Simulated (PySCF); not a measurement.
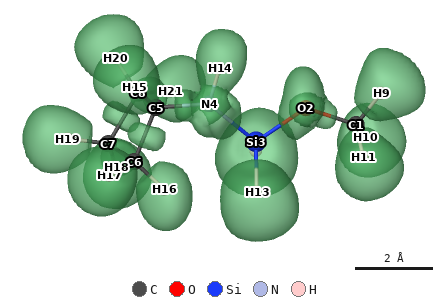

Figure 1: C$_{5}$H$_{13}$NOSi (SMILES CO[SiH2]NC1CCC1). Isosurface of the electron localisation function at 0.75 (green), seen at a tilt. Core shells and regions of very low density are left out.

Geometry: GFN2-xTB.

The calculation used PySCF, PBE0/pcSseg-1, SCF density, gas phase, non-relativistic.

```
atom    x (Å)    y (Å)    z (Å)
   C   3.8831   0.2439   0.0001
   O   2.5784   0.6415   0.2588
  Si   1.2664  -0.3083   0.1164
   N   0.0997   0.6966   0.8581
   C  -1.3175   0.5327   0.7695
   C  -1.8486  -0.9099   0.7478
   C  -2.7198  -0.5662  -0.4687
   C  -1.9975   0.7813  -0.6002
   H   4.5355   1.1098   0.1195
   H   3.9836  -0.1432  -1.0171
   H   4.1957  -0.5376   0.6974
   H   1.0649  -0.6590  -1.3014
   H   1.4313  -1.5562   0.8753
   H   0.3688   1.6609   0.9891
   H  -1.7893   1.1236   1.5622
   H  -1.0660  -1.6255   0.5224
   H  -2.3782  -1.2293   1.6425
   H  -2.6209  -1.2357  -1.3199
   H  -3.7751  -0.4637  -0.2235
   H  -2.6327   1.6623  -0.6655
   H  -1.2706   0.7991  -1.4084
```

What do the ELF domains correspond to?

At this value the surface marks out four regions between bonded C–C atoms (shared pairs), twelve regions around hydrogen nuclei, one region on O in which the atom's valence shell and bonds are merged and one joined region spread over several atoms (H, N), in which their bonds and any lone pairs are merged. Profiles from the grid: C–O (1.39 Å): the ELF peaks at about 0.90 between the atoms, as expected for a shared but strongly polarised pair. C–N (1.43 Å): the ELF peaks at about 0.95 between the atoms, as expected for a covalent bond.
